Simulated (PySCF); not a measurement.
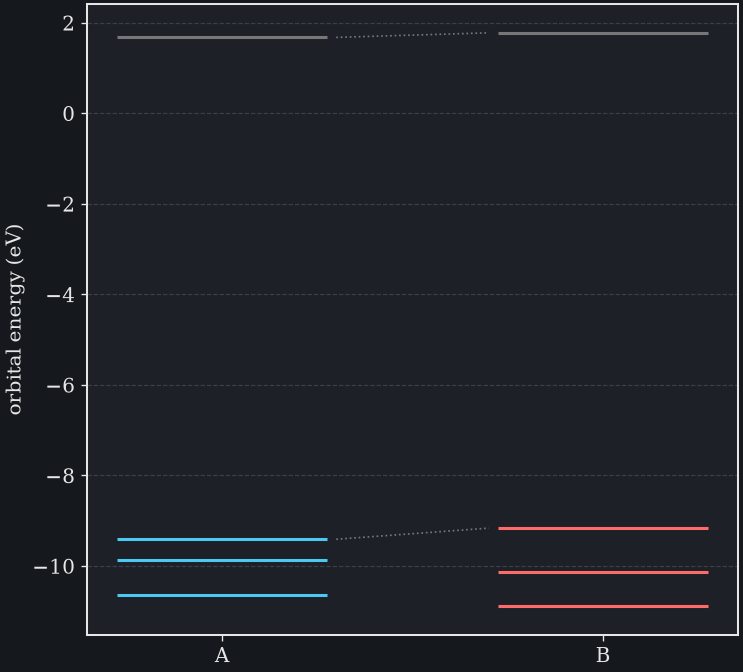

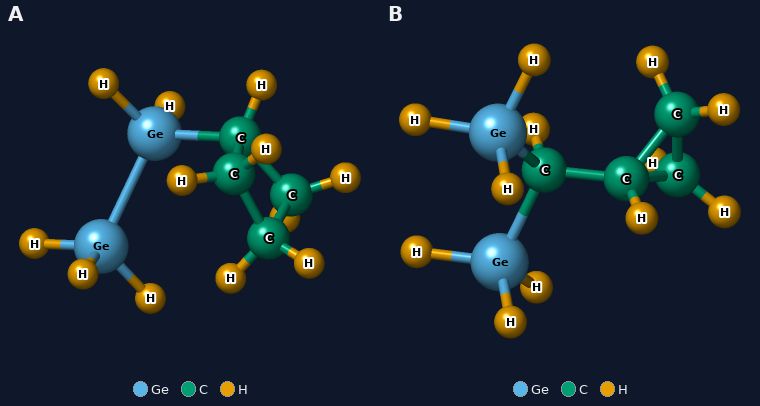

Related molecules: A is C₄H₁₂Ge₂, SMILES [GeH3][GeH2][CH]1CCC1, singlet; B is C₄H₁₂Ge₂, SMILES [GeH3][CH]([GeH3])C1CC1, singlet. Frontier orbital energies, ωB97X-D/def2-SVPD in PySCF, at a PBE0-D3(BJ)/def2-SVP geometry (no frequency check); drawn are at most three filled levels and, in grey, the LUMO with any level within 0.03 eV of it; dotted lines join the HOMOs and the LUMOs.

Question: What does the change do to the frontier levels?

Answer: From A to B the HOMO rises by 0.25 eV and the LUMO rises by 0.10 eV, so the separation goes from 11.09 to 10.94 eV.

Question: Does the ΔSCF ionisation energy follow the HOMO?

Answer: A: −ε(HOMO) 9.41, ΔSCF 9.49 eV; B: −ε(HOMO) 9.16, ΔSCF 9.16 eV.

Limits of at least one run: empty levels above zero depend strongly on the basis; one conformer of a flexible molecule.
